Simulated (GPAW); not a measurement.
# Surface energies of Mo: faces and functionals

Which face of Mo costs least to make, and how far does the functional move the answer?

How it was computed: GPAW 26.7.0, plane waves at 450 eV with PAW setups; symmetric 1×1 slabs cut at the tabulated lattice constant (two decimals; low-temperature values for the alkali metals), atoms at bulk places, 7.5 Å of vacuum on each side, one in-plane mesh for all thicknesses, Fermi-Dirac smearing of 0.1 eV. Energies are extrapolated to zero smearing and count from the program's reference atoms. Each γ comes from a line through the energies of slabs of six layers and more, E(n) = nε + 2Aγ.

What came out:

```
 face  area an atom (Å²)  γ LDA (J/m²)  γ PBE (J/m²)
(110)               7.02          3.40          2.87
(100)               9.92          4.06          3.42
```

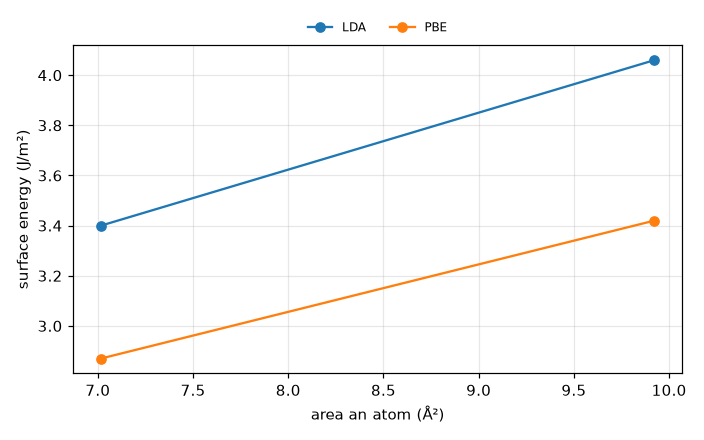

Surface energy against the openness of the face.

**Answer.** With PBE the surface energy runs from 2.87 J/m² on (110) to 3.42 J/m² on (100). The densest face, (110), is the cheapest. Per surface atom the cost is 1.26 eV on (110) and 2.12 eV on (100), rising as the faces open up and each atom loses more neighbours. On every face the functionals order as LDA > PBE, by 0.53 to 0.64 J/m² from first to last: the stronger the gradient correction to exchange, the less a surface costs.

Caveats: The surfaces are unrelaxed and unreconstructed; relaxation lowers the open faces most. All functionals use the tabulated lattice constant. Faces whose energies scatter by over 20 meV about the line were left out.

[Logs are printed without paths, hosts, clocks, repeated set-up lines and the standing remarks that a program may print on its own settings, such as how far it seeks lower states.]
